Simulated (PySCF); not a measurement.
# MoBr5N (-3): ligand-field states

Aim: compute the ligand-field states of MoBr5N (-3).

Programs: PySCF 2.14.0, with routines of our own; each step states its level. All values are computed. Atoms count from 0.

## (1) The system as given

7 atoms, charge -3, states of the metal's open shell are computed; geometry from: model start, shaken.

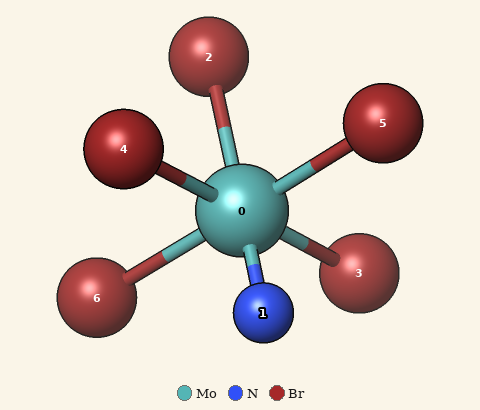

The starting geometry (molybdenum teal, nitrogen blue, bromine red); sticks join atoms by distance alone.

## (2) Geometry optimisation at PBE0-D3(BJ)/def2-SVP

Job settings and geometry (Å):

```
{"job": {"xc": "PBE0", "basis": "def2-SVP", "d3": "d3bj", "grid": 1, "maxiter": 45, "solvent": "water", "kind": "geom"}, "charge": -3, "metal": "Mo", "open_shell": "d1"}
Mo     0.000020     0.004480    -0.004110
N     -0.013360    -0.006820     1.645130
Br     0.000900     0.020100    -2.477380
Br     2.460690     0.007350     0.005350
Br    -2.468420    -0.013960    -0.000440
Br     0.010430     2.449840    -0.006860
Br    -0.028520    -2.489340    -0.027630
```

On the command line:

```bash
$ OMP_NUM_THREADS=1 python lf_run.py task.json out
```

This one command runs all jobs of the session in turn.

The log of the run:

```text
step   0  E = -12991.24897773  max force = 0.070136
step   1  E = -12991.29119699  max force = 0.065089
step   2  E = -12991.30229420  max force = 0.015050
step   3  E = -12991.30362022  max force = 0.038159
step   4  E = -12991.30856716  max force = 0.010616
step   5  E = -12991.30838903  max force = 0.018621
step   6  E = -12991.30987431  max force = 0.003893
step   7  E = -12991.31020031  max force = 0.002002
step   8  E = -12991.31023536  max force = 0.003572
step   9  E = -12991.31039341  max force = 0.001654
step  10  E = -12991.31041995  max force = 0.000698
step  11  E = -12991.31036806  max force = 0.003778
step  12  E = -12991.31050646  max force = 0.001076
step  13  E = -12991.31048022  max force = 0.000414
step  14  E = -12991.31050758  max force = 0.000306
optimisation converged
```

Wall time 29 min (1 thread of Arm Neoverse V1, shared host); peak memory 1.7 GiB.

The steps of the relaxation: (the energy doesn't fall at every step)

| step | energy from step 0 (eV) | largest force component (eV/Å) |
| --- | --- | --- |
| 0 | 0.0000 | 3.6065 |
| 1 | -1.1488 | 3.3470 |
| 2 | -1.4508 | 0.7739 |
| 3 | -1.4869 | 1.9622 |
| 4 | -1.6215 | 0.5459 |
| 5 | -1.6167 | 0.9575 |
| 6 | -1.6571 | 0.2002 |
| 7 | -1.6660 | 0.1029 |
| 8 | -1.6669 | 0.1837 |
| 9 | -1.6712 | 0.0851 |
| 10 | -1.6719 | 0.0359 |
| 11 | -1.6705 | 0.1943 |
| 12 | -1.6743 | 0.0553 |
| 13 | -1.6736 | 0.0213 |
| 14 | -1.6743 | 0.0157 |

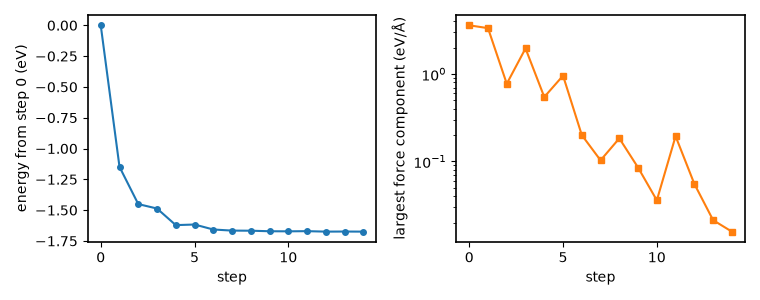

Energy and largest force along the relaxation.

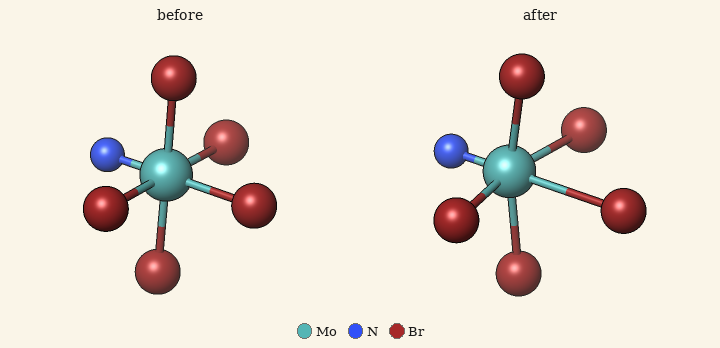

Before and after, at one scale.

Close pairs (by a distance rule), those that changed most:

| bond | before (Å) | after (Å) | change (Å) |
| --- | --- | --- | --- |
| Mo0–Br2 | 2.473 | 3.198 | +0.725 |
| Mo0–Br5 | 2.445 | 2.639 | +0.194 |
| Mo0–Br3 | 2.461 | 2.638 | +0.177 |
| Mo0–Br4 | 2.469 | 2.635 | +0.166 |
| Mo0–Br6 | 2.494 | 2.638 | +0.144 |
| Mo0–N1 | 1.649 | 1.631 | -0.018 |

The next job starts from the end point, and lists it.

| at the end point | value |
| --- | --- |
| point group (found at 0.08 Å tolerance) | C4v |
| rotational constants (GHz, main isotopes) | 0.289, 0.289, 0.233 |
| ⟨S²⟩ | 0.767 |

## (3) Ligand-field states: state-averaged CASSCF in water

Job settings and geometry (Å):

```
{"job": {"kind": "lf", "basis": {"metal": "x2c-TZVPall", "ligand": "x2c-SVPall"}, "nevpt": true, "solvent": "water"}, "charge": -3, "metal": "Mo", "open_shell": "d1"}
Mo     0.000000     0.000000     0.000000
N     -0.000000    -0.000000     1.631070
Br     0.000000     0.000000    -3.198087
Br     2.620263     0.000000    -0.301477
Br    -2.620263     0.000000    -0.301477
Br    -0.000000     2.620263    -0.301477
Br     0.000000    -2.620263    -0.301477
```

Level: state-averaged CASSCF of the metal d shell, SC-NEVPT2 on the averaged canonical orbitals, state-interaction spin-orbit coupling.

The log of the run:

```text
basis functions 237, electrons 227, active (1e, 5o)
stage 1: DIIS on the effective Fock matrix, level shift 0.30
cycle   1  E = -17118.1597725887  dE = -1.712e+04  max|g| = 1.278e+00
cycle   2  E = -17117.7321354534  dE =  4.276e-01  max|g| = 9.997e-01
cycle   3  E = -17120.0991010271  dE = -2.367e+00  max|g| = 9.652e-01
cycle   4  E = -17118.3087880279  dE =  1.790e+00  max|g| = 1.273e+00
cycle   5  E = -17119.4430852594  dE = -1.134e+00  max|g| = 6.180e-01
cycle   6  E = -17120.1940780256  dE = -7.510e-01  max|g| = 5.104e-01
cycle   7  E = -17120.2618697117  dE = -6.779e-02  max|g| = 4.207e-01
cycle   8  E = -17120.3298398527  dE = -6.797e-02  max|g| = 3.303e-01
cycle   9  E = -17120.4185552128  dE = -8.872e-02  max|g| = 1.113e-01
cycle  10  E = -17120.4326862935  dE = -1.413e-02  max|g| = 3.013e-02
cycle  11  E = -17120.4344197246  dE = -1.733e-03  max|g| = 1.970e-02
...
cycle  40  E = -17121.1581744838  dE = -1.160e-03  max|g| = 1.073e-02
cycle  41  E = -17121.1588789287  dE = -7.044e-04  max|g| = 5.544e-03
cycle  42  E = -17121.1589582908  dE = -7.936e-05  max|g| = 3.481e-03
cycle  43  E = -17121.1590093428  dE = -5.105e-05  max|g| = 1.184e-03
cycle  44  E = -17121.1590160338  dE = -6.691e-06  max|g| = 9.164e-04
cycle  45  E = -17121.1590192116  dE = -3.178e-06  max|g| = 4.505e-04
cycle  46  E = -17121.1590196353  dE = -4.237e-07  max|g| = 1.647e-04
cycle  47  E = -17121.1590197891  dE = -1.537e-07  max|g| = 1.413e-04
cycle  48  E = -17121.1590198353  dE = -4.625e-08  max|g| = 9.496e-05
cycle  49  E = -17121.1590198457  dE = -1.041e-08  max|g| = 1.765e-05
cycle  50  E = -17121.1590198468  dE = -1.106e-09  max|g| = 6.744e-06
converged average energy = -17121.1590198468

 mult deg   label        CASSCF/cm-1   NEVPT2/cm-1
   2   1   2B2                 0.0           0.0
   2   1   2B1             16085.6       19577.5
   2   2   2E              23897.7       32620.9
   2   1   2A1             42858.6       48335.4

spin-orbit levels / cm-1
      0.00  x2  2B2 1.00
  19599.02  x2  2B1 1.00
  32335.69  x2  2E 1.00
  32931.28  x2  2E 1.00
  48378.92  x2  2A1 1.00
```

Wall time 2.1 min (1 thread of Arm Neoverse V1, shared host); peak memory 1.1 GiB.

Warnings kept with the result: an active orbital is not mainly the metal shell.

An active orbital is only 42 % metal, under the run's own bar for a metal shell, so levels, ζ, ground spin and magnetism of this run may not be those of the metal's shell and are not read here.

## (4) Ligand-field states: state-averaged CASSCF (basis x2c-TZVPall) in water

Job settings and geometry (Å):

```
{"job": {"kind": "lf", "basis": "x2c-TZVPall", "nevpt": true, "solvent": "water"}, "charge": -3, "metal": "Mo", "open_shell": "d1"}
Mo     0.000000     0.000000     0.000000
N     -0.000000    -0.000000     1.631070
Br     0.000000     0.000000    -3.198087
Br     2.620263     0.000000    -0.301477
Br    -2.620263     0.000000    -0.301477
Br    -0.000000     2.620263    -0.301477
Br     0.000000    -2.620263    -0.301477
```

With the program's defaults for keys left out, this is: state-averaged CASSCF of the metal d shell, SC-NEVPT2 on the averaged canonical orbitals, state-interaction spin-orbit coupling.

The log of the run:

```text
basis functions 334, electrons 227, active (1e, 5o)
stage 1: DIIS on the effective Fock matrix, level shift 0.30
cycle   1  E = -17120.1658444895  dE = -1.712e+04  max|g| = 1.243e+00
cycle   2  E = -17119.6290846099  dE =  5.368e-01  max|g| = 1.222e+00
cycle   3  E = -17122.0305216842  dE = -2.401e+00  max|g| = 8.095e-01
cycle   4  E = -17121.6536822072  dE =  3.768e-01  max|g| = 1.013e+00
cycle   5  E = -17122.1314922187  dE = -4.778e-01  max|g| = 6.936e-01
cycle   6  E = -17122.1696039252  dE = -3.811e-02  max|g| = 5.147e-01
cycle   7  E = -17122.7601363067  dE = -5.905e-01  max|g| = 5.131e-01
cycle   8  E = -17123.0479827641  dE = -2.878e-01  max|g| = 4.167e-01
cycle   9  E = -17123.1743136321  dE = -1.263e-01  max|g| = 2.691e-01
cycle  10  E = -17123.2389907644  dE = -6.468e-02  max|g| = 1.868e-01
cycle  11  E = -17123.2740687039  dE = -3.508e-02  max|g| = 1.295e-01
...
cycle  51  E = -17123.5145721094  dE = -9.810e-03  max|g| = 4.102e-02
cycle  52  E = -17123.5168896831  dE = -2.318e-03  max|g| = 1.914e-02
cycle  53  E = -17123.5172914806  dE = -4.018e-04  max|g| = 6.654e-03
cycle  54  E = -17123.5174135779  dE = -1.221e-04  max|g| = 3.882e-03
cycle  55  E = -17123.5174564301  dE = -4.285e-05  max|g| = 2.312e-03
cycle  56  E = -17123.5174704773  dE = -1.405e-05  max|g| = 8.157e-04
cycle  57  E = -17123.5174734401  dE = -2.963e-06  max|g| = 3.553e-04
cycle  58  E = -17123.5174739374  dE = -4.973e-07  max|g| = 1.258e-04
cycle  59  E = -17123.5174740082  dE = -7.085e-08  max|g| = 3.553e-05
cycle  60  E = -17123.5174740192  dE = -1.099e-08  max|g| = 1.875e-05
cycle  61  E = -17123.5174740213  dE = -2.088e-09  max|g| = 9.510e-06
converged average energy = -17123.5174740213

 mult deg   label        CASSCF/cm-1   NEVPT2/cm-1
   2   1   2B2                 0.0           0.0
   2   1   2B1             15936.9       18984.4
   2   2   2E              23799.9       31619.4
   2   1   2A1             42243.3       46223.3

spin-orbit levels / cm-1
      0.00  x2  2B2 1.00
  19006.68  x2  2B1 1.00
  31333.15  x2  2E 1.00
  31931.11  x2  2E 1.00
  46268.38  x2  2A1 1.00
```

It took 4.9 min on 1 thread of Arm Neoverse V1, shared host; peak memory 1.7 GiB.

Warnings kept with the result: an active orbital is not mainly the metal shell.

An active orbital is only 38 % metal, under the run's own bar for a metal shell, so levels, ζ, ground spin and magnetism of this run may not be those of the metal's shell and are not read here.

## (5) What came out

| quantity | value |
| --- | --- |
| point group | C4v |
| rotational constants (main isotopes) | 0.29, 0.29, 0.23 GHz |

Over 14 steps the energy fell by 1.674 eV; of the close pairs, Mo0–Br2 changed most, 2.473 to 3.198 Å. The frame itself reshapes: Mo0···Br2 goes from 2.47 to 3.20 Å. Steps 3, 4 are set aside: its active space failed the test for the metal's shell.
